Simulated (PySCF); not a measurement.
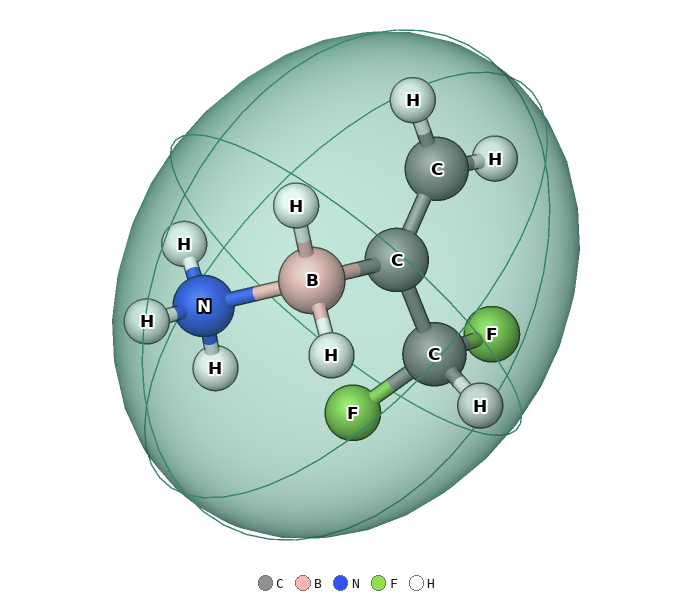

The ellipsoid shows the static dipole polarisability: its half-axes are proportional to the principal values. Computed geometry: GFN2-xTB optimisation. No frequency run is at hand to confirm it as a minimum. Method: ωB97X-D/def2-SVPD (PySCF 2.14.0).

Give the principal values, the mean and the anisotropy.

Principal values 55.2, 65.1, 75.8 bohr³; mean 65.4 bohr³ (9.69 Å³); anisotropy 17.8 bohr³, so the longest axis is 1.37 times the shortest.

The geometry is semi-empirical. Around B such bond lengths and angles can be off by a tenth of an ångström or more and by several degrees, and values that hang on the shape move with them.
